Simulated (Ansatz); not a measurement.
The starting structures come from a database of crystals and need not be the phases stable at ambient conditions.

 Where the default PAW files enter, the runs use the earlier of Ansatz's two default sets.

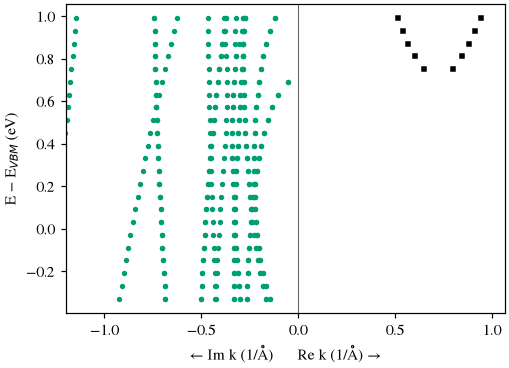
Figure. Complex bands at the centre of the two-dimensional zone; Ansatz (a program for electronic structure) with PBEsol

The gap is the functional's own, uncorrected, and κ follows it; spin-orbit coupling is left out. Mid-gap values are interpolated between the computed energies.

Q: This is MoSe2 (R3m, not sure to be the ambient phase, 3 atoms a cell, 19.7 Å³ an atom) along the normal of (110). Read off the slowest decay at the centre of the two-dimensional zone at 0.39 eV, the computed energy nearest the middle of the gap.

A: κ ≈ 0.19 1/Å, a decay length 1/(2κ) of the density of 2.6 Å.
